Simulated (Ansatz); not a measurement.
# BHLYP/STO-3G run of SiH3OF (SMILES O[SiH2]F)

Aim: the vertical singlet–triplet gap of SiH3OF at BHLYP/STO-3G, from 2 runs. 

Program for the calculation: Ansatz 0.2.0.

71 further runs of the same task are left out: 10 that didn't finish, 61 set aside as unsound or not needed.

### 1 Starting point

The species is SiH3OF (6 atoms), meant as a singlet with charge 0. SMILES: `O[SiH2]F`. The coordinates come from a PBE0-D4/def2-TZVP relaxation. This is one conformer, not always the lowest.

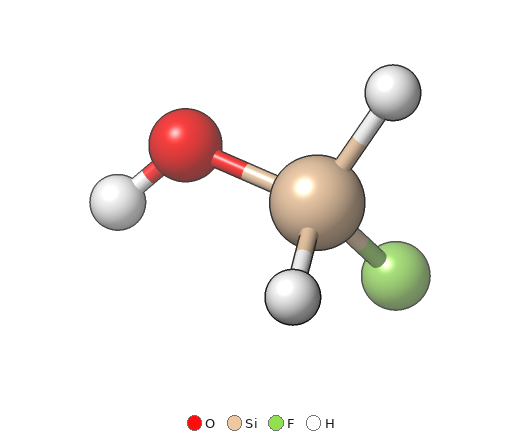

The structure, seen from a chosen angle (oxygen red, silicon light orange, fluorine green, hydrogen white).

### 2 A single-point energy at BHLYP/STO-3G

The input, molecule.yaml:

```yaml
crystal:
  periodic: [false, false, false]
  atoms:
    - {symbol: O, position_ang: [-0.853500, -0.209200, -0.924100]}
    - {symbol: Si, position_ang: [0.378300, -0.009300, 0.123900]}
    - {symbol: F, position_ang: [0.180800, -0.922800, 1.417800]}
    - {symbol: H, position_ang: [-1.714200, 0.150200, -0.705600]}
    - {symbol: H, position_ang: [1.595600, -0.458500, -0.575800]}
    - {symbol: H, position_ang: [0.455100, 1.385600, 0.617600]}
basis:
  gaussian: {orbitals: STO-3G}
hamiltonian: {xc: {name: BHLYP}}
accuracy: high
```

On the command line:

```sh
ansatz run molecule.yaml --threads 1 --pin off --max-ram 2610MiB --events-out events.jsonl --progress --plain --runs-dir runs
```

What it wrote:

```text
Warning: RAYON_NUM_THREADS=1 ignored (pool sized by the plan → 1); use --threads N
Functional definition: BHLYP
  name "BHLYP"
  parameter a = 0.5
  exchange = (1 - a)*b88_x + a*exact_x
  correlation = lyp_c
413 factors; integrals over basis functions are off by at most 3.1e-8 eV
mean field evaluation 1: about -12527.4054 eV, gradient 2.5e1 eV
mean field evaluation 2: about -12529.0865 eV, gradient 1.4e1 eV
mean field evaluation 4: about -12529.6516 eV, gradient 3.1e-1 eV
mean field evaluation 8: about -12529.6690 eV, gradient 9.7e-4 eV
mean field evaluation 16: about -12529.6690 eV, gradient 3.9e-8 eV
mean field -12529.66895791 eV, -460.4568412885 hartree, gradient 3.9e-8 eV, S^2 0.000000; 0 other end points of the search recorded, 0 dependent functions left out
reference -12529.66897546 eV, -460.4568419336 hartree; 17, 17 occupied and 5, 5 virtual orbitals, 413 factors
Total energy: -12529.66897546 eV, -460.4568419336 hartree
```

It took 1.2 s on 1 thread of Arm Neoverse V1, shared host; peak memory 0.099 GiB.

### 3 The triplet

The input, in.yaml:

```yaml
crystal:
  periodic: [false, false, false]
  atoms:
    - {symbol: O, position_ang: [-0.853500, -0.209200, -0.924100]}
    - {symbol: Si, position_ang: [0.378300, -0.009300, 0.123900]}
    - {symbol: F, position_ang: [0.180800, -0.922800, 1.417800]}
    - {symbol: H, position_ang: [-1.714200, 0.150200, -0.705600]}
    - {symbol: H, position_ang: [1.595600, -0.458500, -0.575800]}
    - {symbol: H, position_ang: [0.455100, 1.385600, 0.617600]}
basis:
  gaussian:
    orbitals: STO-3G
hamiltonian:
  xc: {name: BHLYP}
magnetization:
  spin_polarized: true
  initial_magnetization: 2
accuracy: high
```

On the command line:

```sh
ansatz run in.yaml --threads 1 --pin off --max-ram 2610MiB --events-out events.jsonl --progress --plain --runs-dir runs
```

What it wrote:

```text
Warning: RAYON_NUM_THREADS=1 ignored (pool sized by the plan → 1); use --threads N
Functional definition: BHLYP
  name "BHLYP"
  parameter a = 0.5
  exchange = (1 - a)*b88_x + a*exact_x
  correlation = lyp_c
413 factors; integrals over basis functions are off by at most 3.1e-8 eV
mean field evaluation 1: about -12517.3578 eV, gradient 1.3e1 eV
mean field evaluation 2: about -12518.5367 eV, gradient 8.9e0 eV
mean field evaluation 4: about -12519.4677 eV, gradient 2.0e0 eV
mean field evaluation 8: about -12520.0861 eV, gradient 3.5e-1 eV
mean field evaluation 16: about -12520.1765 eV, gradient 1.7e-3 eV
mean field evaluation 32: about -12519.5944 eV, gradient 2.1e0 eV
mean field -12520.17646032 eV, -460.1079984363 hartree, gradient 6.6e-8 eV, S^2 2.002412; 2 other end points of the search recorded, 0 dependent functions left out
reference -12520.17647738 eV, -460.1079990633 hartree; 18, 16 occupied and 4, 6 virtual orbitals, 413 factors
Total energy: -12520.17647738 eV, -460.1079990633 hartree
```

Run time: 2.9 s. Hardware: 1 thread of Arm Neoverse V1, shared host; peak memory 0.14 GiB.

### 4 Results

Level: BHLYP/STO-3G.

```
                                        quantity          value
                           singlet: total energy  -460.45684 Eh
                           triplet: total energy  -460.10800 Eh
                                   triplet: ⟨S²⟩          2.002
vertical energy of the triplet above the singlet       9.492 eV
```

**Reading.** At this shape the triplet lies 9.49 eV (219 kcal/mol) above the singlet. In a minimal basis such a difference can be off by several eV, whatever the method.
